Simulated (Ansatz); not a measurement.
Cell of (GaP)2/(InP)4 zinc blende (110) superlattice on InP, with its geometry taken from a PBE run:

```yaml
crystal:
  lattice:
    - [4.21475, 0.00000, 0.00000]
    - [0.00000, 5.95575, 0.00000]
    - [0.00000, 0.00000, 12.18008]
  atoms:
    - { symbol: Ga, position: [0.00000, 0.99362, 0.99963] }
    - { symbol: P, position: [0.50000, 0.22461, 0.00235] }
    - { symbol: Ga, position: [0.50000, 0.49362, 0.15214] }
    - { symbol: P, position: [0.00000, 0.72461, 0.14942] }
    - { symbol: In, position: [0.00000, 0.00316, 0.31454] }
    - { symbol: P, position: [0.50000, 0.26108, 0.31350] }
    - { symbol: In, position: [0.50000, 0.50797, 0.48824] }
    - { symbol: P, position: [0.00000, 0.75957, 0.49006] }
    - { symbol: In, position: [0.00000, 0.00797, 0.66353] }
    - { symbol: P, position: [0.50000, 0.25957, 0.66171] }
    - { symbol: In, position: [0.50000, 0.50316, 0.83722] }
    - { symbol: P, position: [0.00000, 0.76108, 0.83827] }
```

The numbers are results of r2SCAN (plane waves to 500 eV, PAW; Ansatz, a first-principles code), not measurements. No spin–orbit coupling. Its k-point mesh 6×4×2, Fermi–Dirac width 0.01 eV.

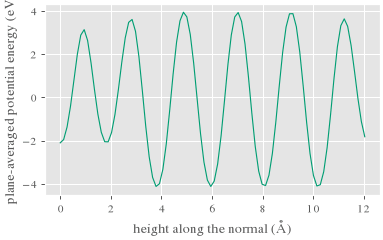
Figure: Smooth (PAW) electrostatic potential energy of an electron, averaged over planes, about its mean

The curve spans 8.1 eV over the stretch drawn.
